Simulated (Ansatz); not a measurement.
System: CH8BNSi (SMILES CBN[SiH3]).

Input file:

```
crystal:
  periodic: [false, false, false]
  atoms:
    - {symbol: C, position_ang: [-0.569139, 1.551400, -0.230779]}
    - {symbol: B, position_ang: [0.168765, 0.773944, 0.912782]}
    - {symbol: N, position_ang: [0.528678, -0.580943, 0.793326]}
    - {symbol: Si, position_ang: [0.250760, -1.630600, -0.570832]}
    - {symbol: H, position_ang: [-1.521249, 1.944485, 0.142712]}
    - {symbol: H, position_ang: [-0.779329, 0.975867, -1.136862]}
    - {symbol: H, position_ang: [0.015146, 2.431160, -0.521775]}
    - {symbol: H, position_ang: [0.446988, 1.335535, 1.939493]}
    - {symbol: H, position_ang: [0.999991, -0.997266, 1.582642]}
    - {symbol: H, position_ang: [-1.198801, -1.775792, -0.861156]}
    - {symbol: H, position_ang: [0.813794, -2.959949, -0.220300]}
    - {symbol: H, position_ang: [0.921495, -1.122940, -1.795150]}
basis:
  gaussian: {orbitals: def2-TZVPP}
hamiltonian: {xc: pbe0, dispersion: d4}
output: {orbitals: {seedname: orbitals}}
```

Command:

```sh
ansatz run in.yaml --threads 2 --pin off --events-out ev --progress --plain --max-ram 4352MiB
```

Geometry: PBE0-D4/def2-TZVP.

Level of theory: Ansatz 0.2.0, RKS PBE0-D4/def2-TZVPP.

### What can the converged electron density and electron localisation function tell about the bonding?

B–N (1.41 Å): ρ at the midpoint is about 1.9 e/Å³; the ELF peaks at about 0.95 between the atoms; a polar covalent bond.
C–B (1.57 Å): ρ at the midpoint is about 1.4 e/Å³; the ELF peaks at about 1 between the atoms, as expected for localised, covalent bonding.
Si–N (1.74 Å): ρ is about 1.1 e/Å³ halfway; the ELF peaks at about 0.90 between the atoms, as expected for a polar covalent bond.
N–H (1.01 Å): the density is about 2.9 e/Å³ at the midpoint; the ELF climbs to about 1 towards the hydrogen, as it does in any bond to H (a covalent bond by its length).

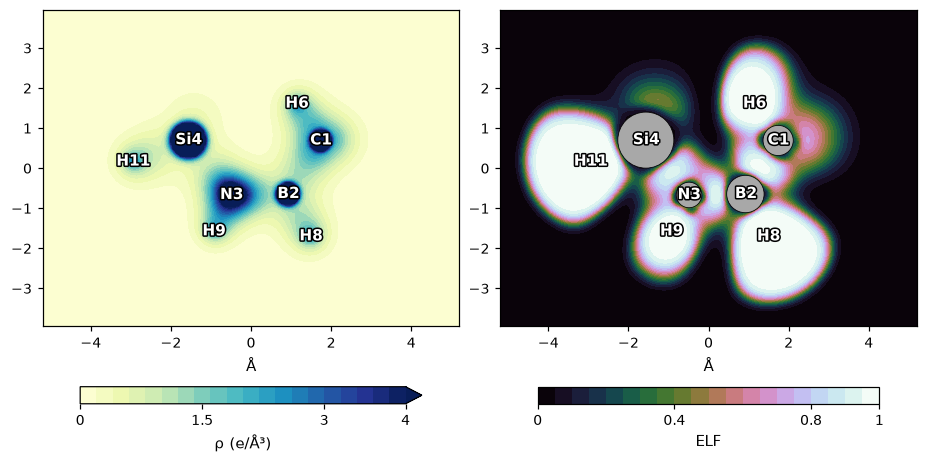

Computed electron density and electron localisation function on the plane of atoms Si4, N3 and H9, in this order. Grey discs cover the atomic cores in the ELF map. 
